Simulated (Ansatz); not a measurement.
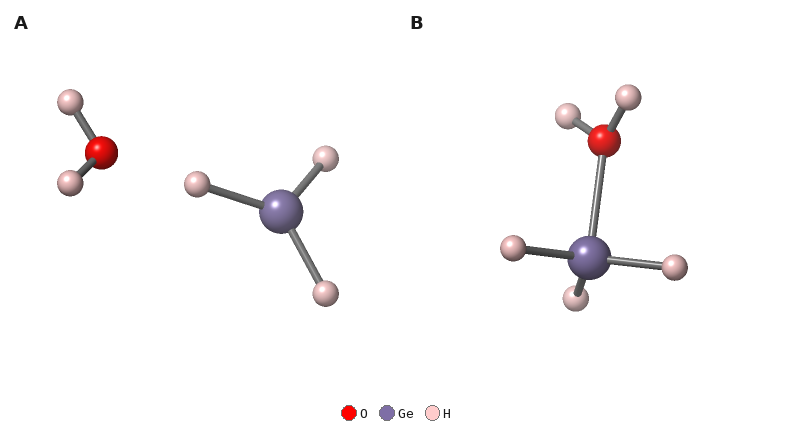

2 stationary structures of one formula. Charge +1, singlet. Geometries: PBE0-D4/def2-TZVP. Electronic energies: RHF-CCSD(T) (frozen core)/def2-TZVPP (Ansatz 0.2.0), without zero-point energy. No frequency run is at hand to confirm each as a minimum. Each is one conformer, not always the lowest.

Rank them by energy, lowest first.

B is lowest (Cs); A lies 1.639 eV above it.
